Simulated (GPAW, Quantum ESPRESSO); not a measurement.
The As K edge of atom 1 in As (R-3m), with 3 As at 2.51 Å (pyramidal, site symmetry 3m), was computed in 2 ways: excited-electron core hole (neutral cell) and no core hole. Program and functional: Quantum ESPRESSO XSpectra, PBE, Lorentzian half width 1.07 eV up to 4 eV, rising linearly to 1.75 eV at 25 eV (not a setting of the program: the run's 0.4 eV curve was folded afterwards with a further Lorentzian); cells of 2 and 8 atoms (the run without a hole in the smaller).

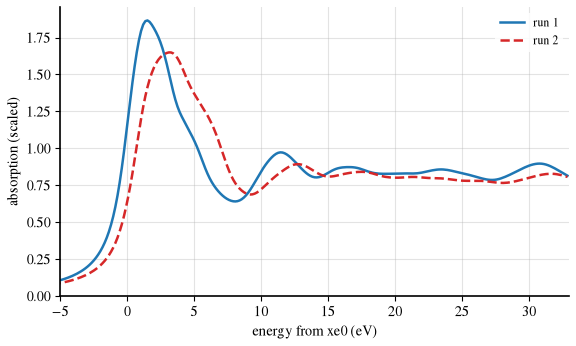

Each run is counted from its own lowest empty level or Fermi level and scaled to a mean of 1 over its first 20 eV.

The database entry behind the starting cell differs from later determinations by our own check (old inner coordinate), so it need not match the best structure at ambient conditions.

Q: Which run is which?

Run 1: excited-electron core hole (neutral cell) (area from −2 to 6 eV 9.7, main maxima 1.5 eV (1.87), 11.4 eV (0.97) and 16.6 eV (0.87)). Run 2: no core hole (area from −2 to 6 eV 9.0, main maxima 3.1 eV (1.65) and 12.7 eV (0.89)). With each curve scaled to its own mean, the area from −2 to 6 eV with the hole is 9.7 against 9.0, and the centre of weight from −1 to 20 eV moves by -0.3 eV (first and strongest maxima below 20 eV: 3.1 eV (1.65) and 12.7 eV (0.89) without the hole, 1.5 eV (1.87), 11.4 eV (0.97) and 16.6 eV (0.87) with it); the shape changes all the same, by 22 % r.m.s.

[Hosts, paths, dates, database ids (printed as entryN), source tags and the programs' standing remarks are cut or masked in the printed files.]

[Lists of maxima count a maximum above −3 eV only where it reaches 4 % of the highest in the window and stands out from its surroundings by 2 % of it (1.5 % where it reaches 55 %); shoulders and weaker maxima are passed over, and of the rest the first, up to two pre-edge ones and the few strongest are named.]
